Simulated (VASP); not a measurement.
Band structure of Sc (hcp). Computed with LDA (Ceperley-Alder, Perdew-Zunger) with spin-orbit coupling, VASP's LDA PAW potentials (set 64) (plane waves; VASP).

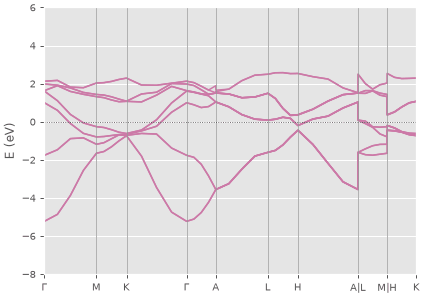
*Bands along high-symmetry lines, zero at the valence-band maximum or, without a gap, the Fermi level*

Task: Read the plot: is there a gap, and where are the band edges?

Result: It has no gap at this level: it comes out as a metal or semimetal.

The compound is Sc in the hcp structure. It was relaxed first, which changed the volume by -10 %.
